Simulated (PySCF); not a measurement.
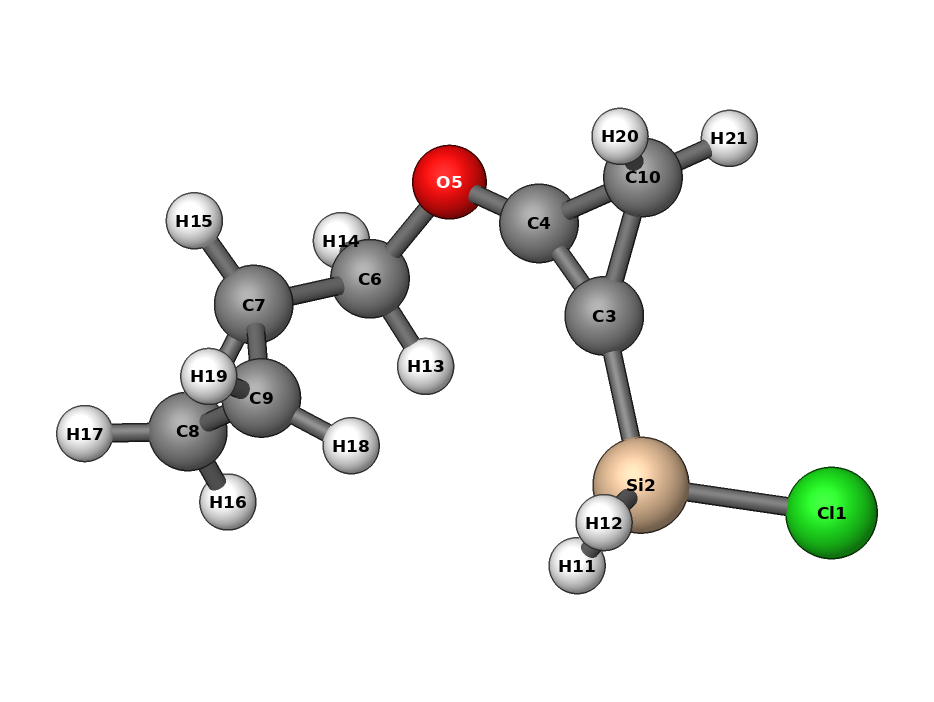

Computed geometry: GFN2-xTB optimisation. No frequency run is at hand to confirm it as a minimum. Method: GIAO PBE0/pcSseg-1 NMR shielding, non-relativistic, gas phase (PySCF 2.14.0). Principal shieldings σ11 ≤ σ22 ≤ σ33, span Ω = σ33 − σ11, skew κ = 3(σiso − σ22)/Ω.

Give the shielding tensors of the Si atoms.

| atom | σ11 | σ22 | σ33 | σiso | Ω | κ |
| --- | --- | --- | --- | --- | --- | --- |
| Si2 | 347.2 | 375.8 | 438.3 | 387.1 | 91.1 | 0.37 |

Shieldings and span in ppm.

The geometry is semi-empirical. Around Si such bond lengths and angles can be off by a tenth of an ångström or more and by several degrees, and values that hang on the shape move with them.
